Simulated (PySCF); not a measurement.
CH7Cl2NOSi2

Input

```
{"job": {"xc": "B97-2", "basis": "pcSseg-1", "solvent": "benzene", "kind": "nmr", "pop": true}, "charge": 0, "multiplicity": 1}
C      2.830739     0.181003     0.323839
O      1.497405    -0.112751     0.623025
Si     0.213831     0.014850    -0.351188
Cl     0.077606     1.870443    -1.115913
N     -1.074172    -0.301033     0.742931
Si    -2.771651    -0.176144     0.456300
Cl    -3.214037    -1.236949    -1.180805
H      2.916806     1.163092    -0.145502
H      3.243157    -0.570602    -0.352203
H      3.391472     0.173906     1.258283
H      0.242033    -0.920625    -1.466239
H     -0.785241    -0.536187     1.677007
H     -3.411751    -0.755105     1.629627
H     -3.156874     1.205629     0.193985
```

Command:

```sh
OMP_NUM_THREADS=1 python ens_run.py task.json out
```

Geometry: GFN2-xTB.

Level of theory: B97-2/pcSseg-1, SCF density, in a benzene solvent model, non-relativistic (PySCF 2.14.0).

### What will maps of the electron density and electron localisation function show?

C–O (1.40 Å): ρ at the midpoint is about 2.1 e/Å³, with its minimum of 1.7 e/Å³ about 0.5 Å from C; the ELF peaks at about 0.90 between the atoms, as expected for a polar covalent bond.
Si–O (1.62 Å): ρ at the midpoint is about 1.2 e/Å³; the ELF peaks at about 0.85 between the atoms, as expected for a short, strongly polar bond.
Si–N (1.72 Å): the density is about 1.1 e/Å³ at the midpoint; the ELF peaks at about 0.90 between the atoms; a polar covalent bond.
N–H (1.01 Å): ρ at the midpoint is about 2.8 e/Å³; the ELF climbs to about 1 towards the hydrogen, as it does in any bond to H (an ordinary covalent bond to hydrogen).

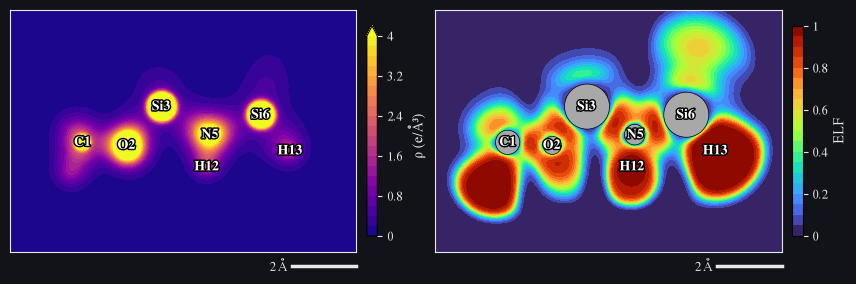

Computed electron density and electron localisation function on the plane of atoms O2, Si3 and N5, in this order. Grey discs cover the atomic cores in the ELF map. 
